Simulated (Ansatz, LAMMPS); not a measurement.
# Molecular dynamics of a frame of glassy nearly rigid 62ZrO2-38SiO2 (mol %) from 1800 K, run at 900 K (78 atoms)

Wanted: a short trajectory of a frame of glassy nearly rigid 62ZrO2-38SiO2 (mol %) from 1800 K, run at 900 K (78 atoms) with its pair distributions.

Main program and level: Ansatz 0.2.0; Kohn-Sham DFT, PBEsol, PAW (set soft_2), plane waves.

## (1) Starting point

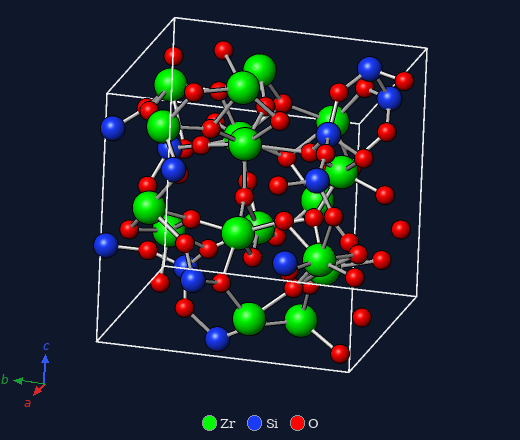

Start, viewed from a free direction; zirconium green, silicon blue, oxygen red. Bonds to atoms that aren't drawn are left out. Some periodic images of atoms are drawn too.

The cell holds 78 atoms: 16 Zr, 10 Si and 52 O. Cell: a = 10.279 Å, b = 10.279 Å, c = 10.279 Å, α = 90.0°, β = 90.0°, γ = 90.0°. 78 atoms (16 Zr, 10 Si, 52 O) placed at random at 3.93 g/cm³, melted at 4000 K for 10 ps at fixed volume with the Morse and Coulomb pair potential with partial charges (Pedone, Malavasi, Menziani, Cormack and Segre, J. Phys. Chem. B 110, 11780 (2006)). Snapshot at the end of a hold of 10 ps at 1800 K and fixed volume.

Before any run, some limits are plain. The network of bonds at the start is that of the classical potential that made the cell. The cell was made at 1800 K but the dynamics is set to 900 K: the trajectory isn't one at 1800 K. Sampling is at Γ alone, for a cell whose shortest periodic width is 10 Å.

## (2) Dynamics at 900 K

A Nosé–Hoover thermostat steers the temperature while disturbing the dynamics little. The time step is 1.0 fs.

The input, input.yaml:

```yaml
crystal:
  lattice:
    - [10.2791, 0.0, 0.0]
    - [0.0, 10.2791, 0.0]
    - [0.0, 0.0, 10.2791]
  atoms:
    - { symbol: Zr, position: [0.78353, 0.52437, 0.81313] }
    - { symbol: Zr, position: [0.92435, 0.21737, 0.15869] }
    - { symbol: Zr, position: [0.40088, 0.61254, 0.30238] }
    - { symbol: Zr, position: [0.51951, 0.52414, 0.00381] }
    [... 68 atom lines left out ...]
    - { symbol: O, position: [0.49957, 0.56898, 0.48308] }
    - { symbol: O, position: [0.05905, 0.32483, 0.29944] }
    - { symbol: O, position: [0.95867, 0.66897, 0.16436] }
    - { symbol: O, position: [0.27275, 0.85242, 0.19257] }
    - { symbol: O, position: [0.57566, 0.27154, 0.45851] }
    - { symbol: O, position: [0.10997, 0.05602, 0.89419] }
kpoints:
  mp_grid: { grid: [1, 1, 1] }
hamiltonian:
  xc: pbesol
scf:
  occupations: { method: fermi_dirac, width: 0.025 }
output:
  forces: true
md:
  timestep: 1.0
  n_steps: 255
  ensemble: nvt_nose_hoover
  temperature: 900
  initial_velocities: maxwell_boltzmann
  seed: 8771
```

Launch:

```
$ ansatz run input.yaml --threads 4 --pin off --max-ram 8192MiB --backend cpu --events-out ev --progress --plain --runs-dir out
```

Wall time 36 min (4 threads of Arm Neoverse V2, shared host); peak memory 1.5 GiB.

The program notes that it switched symmetry off.

Rows from the run:

| time (fs) | T (K) | potential (meV/atom) | conserved (meV/atom) |
| --- | --- | --- | --- |
| 0.0 | 900 | 0.0 | 0.00 |
| 17.0 | 1249 | -45.9 | -0.10 |
| 34.0 | 1373 | -67.2 | -0.16 |
| 51.0 | 1383 | -78.6 | -0.16 |
| 68.0 | 1181 | -65.7 | -0.20 |
| 85.0 | 1165 | -72.0 | -0.20 |
| 102.0 | 1213 | -85.0 | -0.20 |
| 119.0 | 1156 | -84.4 | -0.20 |
| 136.0 | 1058 | -78.6 | -0.17 |
| 153.0 | 1081 | -88.7 | -0.18 |
| 170.0 | 1003 | -85.9 | -0.21 |
| 187.0 | 905 | -79.6 | -0.21 |
| 204.0 | 1016 | -99.5 | -0.21 |
| 221.0 | 922 | -93.5 | -0.18 |
| 238.0 | 1041 | -114.7 | -0.23 |
| 255.0 | 821 | -92.7 | -0.22 |

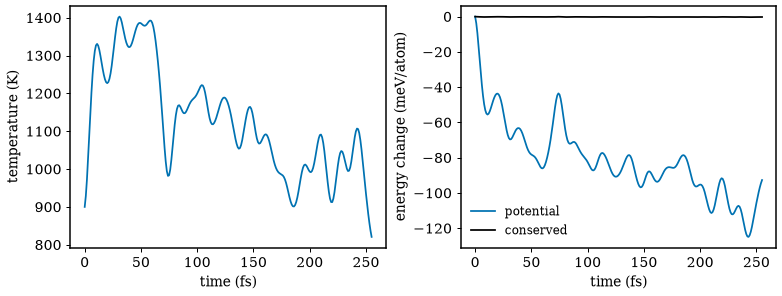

Temperature and energies against time.

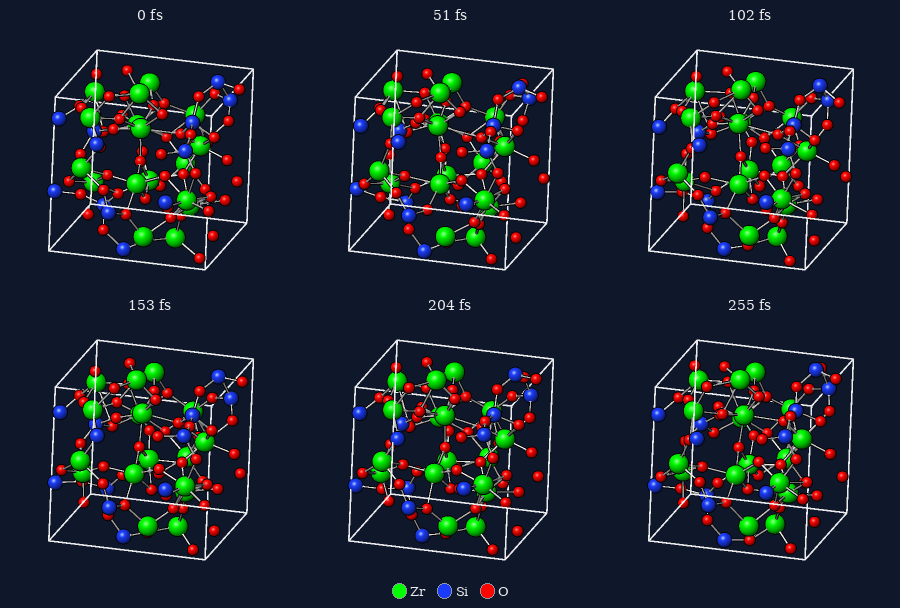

6 frames of the run. Bonds to atoms that aren't drawn are left out.

Mean square displacement from the first frame to the last: Zr 0.20 Å², Si 0.11 Å², O 0.23 Å².

The mean square displacement by time lag:

```
time lag (fs)   O (Å²)  Si (Å²)  Zr (Å²)
          1.0   1.7e-4   1.1e-4   3.1e-5
          6.0  0.00598  0.00385  0.00111
         16.0   0.0358   0.0217  0.00767
         22.0   0.0579   0.0332   0.0141
         32.0   0.0923   0.0473   0.0277
         38.0    0.111   0.0533   0.0372
         43.0    0.126   0.0578   0.0455
         53.0    0.151   0.0665   0.0625
         59.0    0.162   0.0714   0.0725
         69.0    0.174   0.0795   0.0883
         75.0    0.180   0.0853   0.0969
         85.0    0.192   0.0973    0.109
         90.0    0.198    0.103    0.115
         96.0    0.203    0.110    0.121
        106.0    0.208    0.117    0.129
        112.0    0.209    0.120    0.133
        122.0    0.208    0.123    0.139
        128.0    0.206    0.125    0.143
```

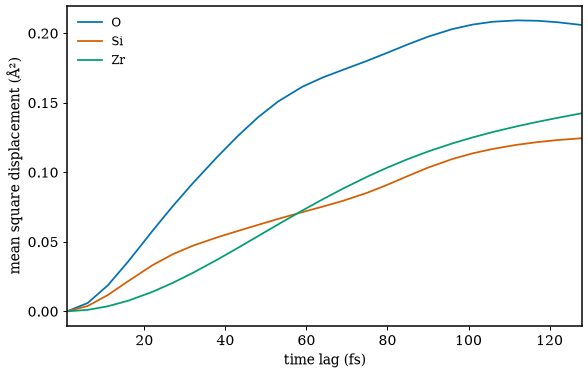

Mean square displacement, plotted against time lag.

Over the second half of 255 fs the temperature averages 1025 K with swings of 75 K r.m.s. The conserved energy stays within 0.32 meV/atom. From first frame to last O has the largest mean square displacement, 0.23 Å² at the end; the farthest move is 1.01 Å. The count of bonds goes from 131 in the first frame to 129 in the last, by one set of cutoffs: 4 pairs passed out of them and 2 came within. The run spans 0.26 ps, too short for its means to be equilibrium values.

## (3) Local order late in the run

The g(r) is a mean over the second half; what follows it is taken at the last frame.

Density 3.93 g/cm³, 13.92 Å³ an atom.

Mean of 14 frames. Pair distribution functions g(r), in bins of 0.2 Å:

```
r (Å)  total   O-O  O-Zr  O-Si  Zr-Zr  Zr-Si  Si-Si
 1.50   0.49  0.00  0.00  2.88   0.00   0.00   0.00
 1.70   1.53  0.00  0.01  8.95   0.00   0.00   0.00
 1.90   0.79  0.00  2.73  0.28   0.00   0.00   0.00
 2.10   1.35  0.00  4.95  0.00   0.00   0.00   0.00
 2.30   0.58  0.12  1.92  0.00   0.00   0.00   0.00
 2.50   0.73  1.29  0.56  0.05   0.00   0.00   0.00
 2.70   1.25  2.62  0.24  0.14   0.00   0.00   0.00
 2.90   0.95  1.89  0.21  0.14   0.18   0.25   0.79
 3.10   0.81  1.30  0.25  0.26   0.71   0.43   3.88
 3.30   0.92  1.05  0.41  0.59   1.98   2.26   2.31
 3.50   1.03  0.89  0.66  0.95   2.70   3.35   0.10
 3.70   1.02  0.83  0.90  1.43   1.55   1.84   0.14
 3.90   0.99  0.70  1.02  1.58   1.96   0.56   0.81
 4.10   1.04  0.77  1.08  1.74   1.58   0.43   0.69
 4.30   1.08  0.85  1.33  1.51   0.90   0.76   0.62
 4.50   1.09  0.77  1.71  1.18   0.49   0.84   1.12
 4.70   1.00  0.77  1.48  0.81   0.67   1.13   1.78
 4.90   1.06  1.06  1.22  0.79   0.68   1.28   0.85
```

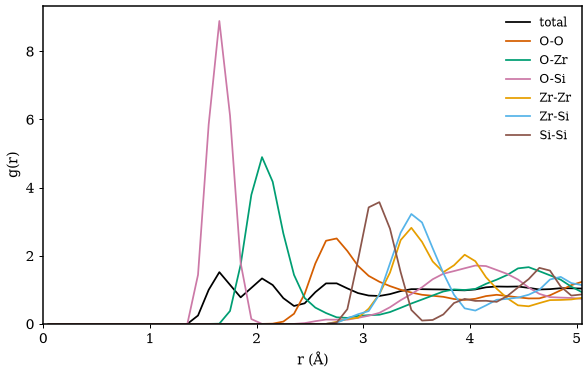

Pair distribution functions, lightly smoothed.

Bonds by pair of elements; cutoffs follow the first minimum of g(r), held within bounds set by covalent radii, and pairs that aren't listed don't count as bonded:

| pair A-B | cutoff (Å) | bonds | mean length (Å) | spread (Å) | shortest (Å) | B about A | A about B |
| --- | --- | --- | --- | --- | --- | --- | --- |
| O-Zr | 2.83 | 89 | 2.15 | 0.201 | 1.84 | 1.71 | 5.56 |
| O-Si | 2.16 | 40 | 1.66 | 0.063 | 1.54 | 0.769 | 4 |

How many atoms have how many bonded neighbours:

| element | mean | 2 | 3 | 4 | 5 | 6 |
| --- | --- | --- | --- | --- | --- | --- |
| O | 2.48 | 28 | 23 | 1 | 0 | 0 |
| Si | 4 | 0 | 0 | 10 | 0 | 0 |
| Zr | 5.56 | 0 | 0 | 1 | 5 | 10 |

Bond angles (no mean is given where the spread exceeds 20°):

```csv
angle,count,mean (°),spread (°)
O-Zr-O,206,-,-
O-Si-O,60,109,7.7
Zr-O-Zr,59,-,-
Si-O-Zr,36,132,15.6
Si-O-Si,8,144,18
```

Oxygen atoms by the number of network formers (Si, P, Ge, B, Al, As, Ga) bound to them:

```
network formers bound to O  O atoms  per cent
                         0       20      38.5
                         1       24      46.2
                         2        8      15.4
```

Network units: each former by its oxygen neighbours and how many of them bridge to another former:

| former | O neighbours | bridging O | atoms |
| --- | --- | --- | --- |
| Si | 4 | 0 | 1 |
| Si | 4 | 1 | 4 |
| Si | 4 | 2 | 3 |
| Si | 4 | 3 | 2 |

Bond length by coordination (bonds to H left out):

```
element  coordination  atoms  mean bond length (Å)
      O             2     28                  1.84
      O             3     23                  2.11
      O             4      1                  2.30
     Zr             4      1                  2.03
     Zr             5      5                  2.11
     Zr             6     10                  2.18
```

Rings of the network by King's shortest-path rule, up to 12 atoms, one path for each pair of neighbours; H, halogens, alkali and alkaline-earth atoms are left out, and the last column divides by all other atoms, bonded or not:

```csv
ring size (atoms),rings,per network atom
4,17,0.218
6,29,0.372
8,52,0.667
10,48,0.615
12,19,0.244
```

For some of the pairs, g(r) has its first main peak near 2.7 Å (O-O), 2.0 Å (O-Zr), 1.6 Å (O-Si), 3.4 Å (Zr-Si) and 3.0 Å (Si-Si). Counting bonds as in the table, 54 % of O atoms have 2, all Si atoms have 4 and 62 % of Zr atoms have 6 bonded neighbours. Counting bonds to Si alone, not to Zr, 15 % of the oxygens join two of these atoms and 46 % one; 38 % join none. The commonest Si unit has 4 oxygens, 1 of them shared with other formers (4 of 10 atoms). Rings of 8 atoms are the most common (32 % of those counted); sizes run from 4 to 12, where the search stops.

## (4) Single point at the last frame

The last frame is solved once more, with the analyses that the dynamics left out.

The input, input.yaml:

```yaml
crystal:
  lattice:
    - [10.2791, 0.0, 0.0]
    - [0.0, 10.2791, 0.0]
    - [0.0, 0.0, 10.2791]
  atoms:
    - { symbol: Zr, position: [0.79097, 0.49287, 0.79804] }
    - { symbol: Zr, position: [0.905, 0.22514, 0.17499] }
    - { symbol: Zr, position: [0.44117, 0.60603, 0.30545] }
    - { symbol: Zr, position: [0.53587, 0.48536, 0.01842] }
    [... 68 atom lines left out ...]
    - { symbol: O, position: [0.5055, 0.57792, 0.50837] }
    - { symbol: O, position: [0.07317, 0.3182, 0.33152] }
    - { symbol: O, position: [0.90522, 0.6559, 0.14778] }
    - { symbol: O, position: [0.28912, 0.87187, 0.18027] }
    - { symbol: O, position: [0.57252, 0.2888, 0.45179] }
    - { symbol: O, position: [0.08807, 0.08432, 0.88788] }
kpoints:
  mp_grid: { grid: [1, 1, 1] }
hamiltonian:
  xc: pbesol
scf:
  occupations: { method: fermi_dirac, width: 0.025 }
output:
  forces: true
  stress: true
  populations: true
  dos:
    method: { smearing: { sigma: 0.08 } }
    de: 0.1
    projected: { site_lists: { O: [O], Si: [Si], Zr: [Zr] } }
  eigenvalues: true
  write_density: true
  write_potential: true
  volumetric_format: npy
  elf: true
```

The job ended after 21 s (4 threads; peak memory 1.4 GiB).

Read from the output:

* free energy: -101531.1977 eV
* free energy per atom: -1301.6820 eV/atom
* SCF cycles: 11
* pressure: -5.447 GPa
* r.m.s. force component: 1.356 eV/Å
* longest force: 5.266 eV/Å
* Fermi energy: 7.42 eV
* gap (highest filled to lowest empty level): 2.408 eV
* spilling of the projection: 0.007442

Neighbours are counted within 2.83 Å (O-Zr), 2.16 Å (O-Si), the cutoffs taken from the dynamics.

Length of the force by element and coordination:

```csv
element,coordination,atoms,mean length of the force (eV/Å),spread,least,most
O,all,52,1.88,0.950,0.456,4.40
O,2,28,1.86,1.12,0.456,4.40
O,3,23,1.91,0.716,0.663,3.49
O,4,1,1.81,0,1.81,1.81
Si,all,10,3.00,1.35,1.09,5.27
Zr,all,16,2.26,0.753,0.793,3.50
Zr,4,1,3.05,0,3.05,3.05
Zr,5,5,2.46,0.853,1.10,3.50
Zr,6,10,2.08,0.657,0.793,3.36
```

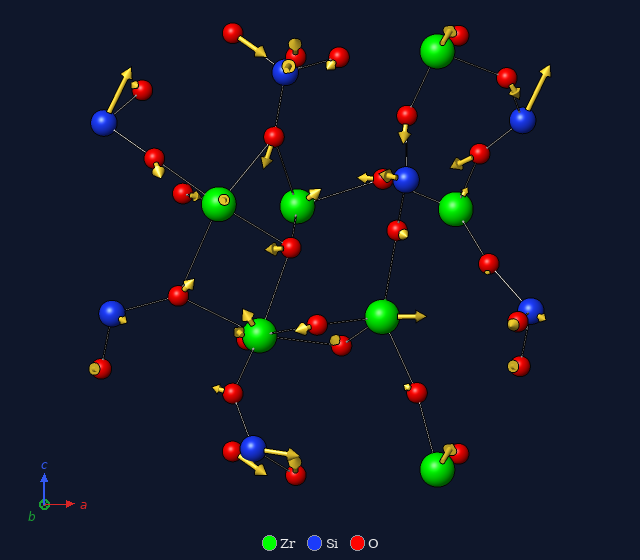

Forces as arrows; the longest in the cell is 5.27 eV/Å. Drawn is a slice 4 Å thick, seen along the normal of the ac plane. Bonds to atoms that aren't drawn are left out.

Löwdin charges by element and coordination (they lack the spilled electrons, 0.052 e an atom on average):

```
element  coordination  atoms  mean charge (e)  spread   least    most
      O           all     52           -0.688  0.0723  -0.828  -0.494
      O             2     28           -0.701   0.078  -0.828  -0.494
      O             3     23           -0.677  0.0616  -0.777  -0.576
      O             4      1           -0.606       0  -0.606  -0.606
     Si           all     10             1.64  0.0409    1.57    1.69
     Zr           all     16             1.46  0.0517    1.36    1.55
     Zr             4      1             1.47       0    1.47    1.47
     Zr             5      5             1.47  0.0628    1.36    1.54
     Zr             6     10             1.46  0.0474    1.36    1.55
```

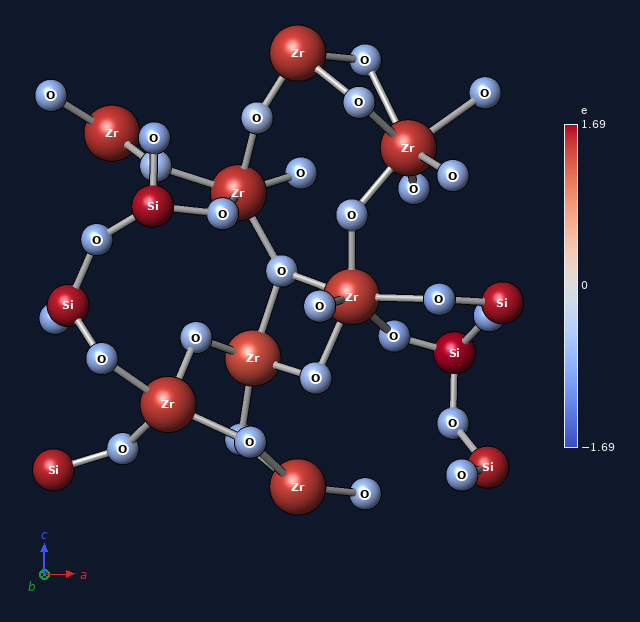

Atoms coloured by Löwdin charge. Drawn is a slice 5 Å thick, seen along the normal of the ac plane.

Density of states as counts of states in windows of 1 eV (from the Fermi level), total and the larger projections:

```
from (eV)  to (eV)  total   O p  Zr d
      -10       -9    6.0   3.9   0.2
       -9       -8    5.9   3.9   0.2
       -8       -7   12.3   8.5   0.9
       -7       -6   32.6  23.5   4.4
       -6       -5   53.3  39.9   8.7
       -5       -4   58.3  47.3   7.1
       -4       -3   65.9  57.4   5.1
       -3       -2   50.7  46.5   2.3
       -2       -1   25.0  23.5   0.8
       -1        1    0.0   0.0   0.0
        1        2   11.0   1.3   8.7
        2        3   37.6   4.8  29.0
        3        4   41.3   6.0  29.2
        4        5   33.6   5.9  19.1
```

The curve was stored every 0.100 eV, coarse against its broadening of 0.08 eV, so these counts are rough.

Between -26 and -10 eV lie 106 more states.

The stored curve holds about 416 of the 544 electrons; the rest, give or take the few that broadening carries across the Fermi level, lie in deeper levels below its range.

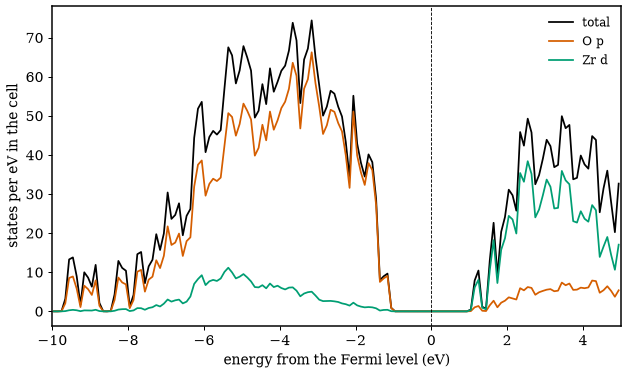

Total and projected density of states, with the broadening of the input.

The levels nearest the highest filled one (over half full), pooled over k-points and spins:

```csv
level less the highest filled one (eV),occupation
-0.438,2
-0.381,2
-0.367,2
-0.270,2
-0.242,2
0,2
2.41,0
2.81,0
2.83,0
3.03,0
3.11,0
3.21,0
```

Mean Löwdin charges: O -0.69, Si +1.64, Zr +1.46 e (they miss 0.74 % of the electrons, so they add up to more than the cell's charge). The largest share in the top eV of filled states is O p (95 % of the projected weight), and in the lowest eV of empty states Zr d (80 % of the projected weight).

## (5) Results

```json
{
 "mean temperature, second half": "1025 K",
 "temperature swing, second half": "74.51 K",
 "slope of the conserved energy against time, by least squares": "-0.5146 meV/atom/ps",
 "free energy per atom": "-1301.6820 eV/atom",
 "pressure": "-5.447 GPa",
 "r.m.s. force component": "1.356 eV/Å",
 "gap (highest filled to lowest empty level)": "2.408 eV",
 "wall time of the 2 DFT runs": "36 min"
}
```

**Reading.** Over the second half of 255 fs the temperature averages 1025 K with swings of 75 K r.m.s. The conserved energy stays within 0.32 meV/atom. The count of bonds goes from 131 in the first frame to 129 in the last, by one set of cutoffs: 4 pairs passed out of them and 2 came within. The run spans 0.26 ps, too short for its means to be equilibrium values. Counting bonds as in the table, 54 % of O atoms have 2, all Si atoms have 4 and 62 % of Zr atoms have 6 bonded neighbours. Counting bonds to Si alone, not to Zr, 15 % of the oxygens join two of these atoms and 46 % one; 38 % join none. The highest filled and lowest empty levels differ by 2.41 eV (at Γ alone); a semilocal functional tends to put such gaps too low. In a disordered cell it changes from sample to sample, and tail or defect levels can set it.

**Limits.** The starting topology of bonds comes from the classical model; in DFT 4 of its 131 bonded pairs passed out of the cutoffs and 2 came within them. The pressure of -5.4 GPa is that of one thermal frame at a volume set beforehand, without the kinetic term.

[Logs are printed without paths, hosts, clocks, repeated set-up lines and the standing remarks that a program may print on its own settings, such as how far it seeks lower states.]

[Hosts, paths, dates, database ids (printed as entryN), source tags and the programs' standing remarks are cut or masked in the printed files.]
